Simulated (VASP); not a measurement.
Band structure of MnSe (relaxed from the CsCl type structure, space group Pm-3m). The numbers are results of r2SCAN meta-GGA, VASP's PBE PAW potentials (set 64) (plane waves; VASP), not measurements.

The moments were started parallel, and other spin orders were not tried in this run.

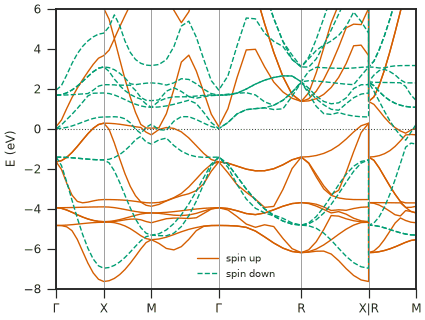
*Bands along high-symmetry lines, zero at the valence-band maximum or, without a gap, the Fermi level*

Question: Read the plot: is there a gap, and where are the band edges?

Answer: It has no gap at this level: it comes out as a metal or semimetal.

The structure was generated: MnSe was put into the CsCl type type (Pm-3m), which need not be its known phase. It was relaxed first.
